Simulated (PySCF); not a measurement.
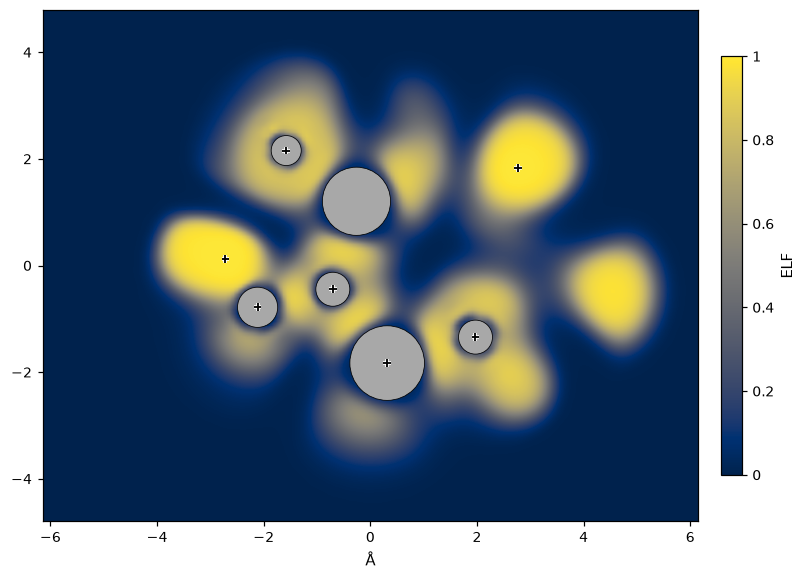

The ELF on a plane through atoms (crosses mark nuclei in the plane; grey discs cover the cores).

These are results of PySCF 2.14.0, PBE0/pcSseg-1, SCF density, gas phase, non-relativistic, not measurements.

Candidates:
A. C₂H₁₃N₃OSi₃
B. C₅H₁₁BSSi₂
C. C₅H₁₀S₂Si₂

> Which system is this?

Candidate A: C₂H₁₃N₃OSi₃ on the plane of atoms N2, C1 and H12, which holds C, N, Si, O and H. C–N (1.45 Å): the ELF peaks at about 0.90 between the atoms (a shared electron pair). Si–N (1.72 Å): the ELF peaks at about 0.90 between the atoms (a shared but strongly polarised pair).
